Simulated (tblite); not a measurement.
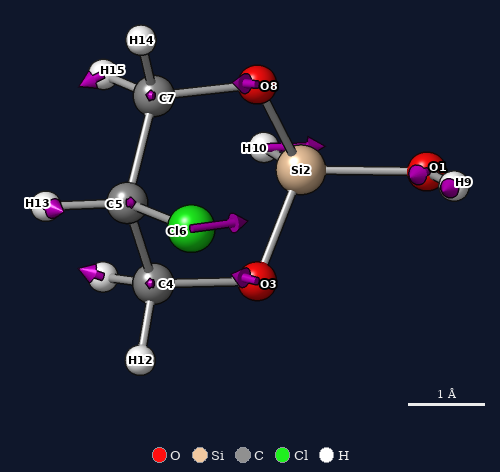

A relaxation of C3H7ClO3Si. The starting structure is drawn; purple arrows show the displacements, 3 times their true length. The two geometries are superimposed by the best rigid fit.

Style: ball-and-stick. Shown at a tilt.

All numbers below come from tblite, GFN2-xTB geometry optimisation, gas phase. 

Q: What did the optimiser do to the structure, and how much energy did it gain?

A: The energy falls by 22.2 kJ/mol in 47 geometry steps. The largest move after the best rigid fit is that of the Cl atom, 0.30 Å. Largest moves by element: Cl 0.30 Å, H 0.28 Å, O 0.17 Å, C 0.05 Å, Si 0.02 Å. Among the contacts that change: O–Si 1.662 → 1.604 Å, C–O 1.436 → 1.392 Å, O–Si 1.657 → 1.636 Å, H–O 0.971 → 0.956 Å. Bond angles that change, for instance: Si–O–H 114.0° → 121.1°, O–Si–H 111.8° → 105.1°, Si–O–C 116.5° → 121.3°. Cost: 0.6 s on 1 thread of Arm Neoverse N1, with other jobs on the host.
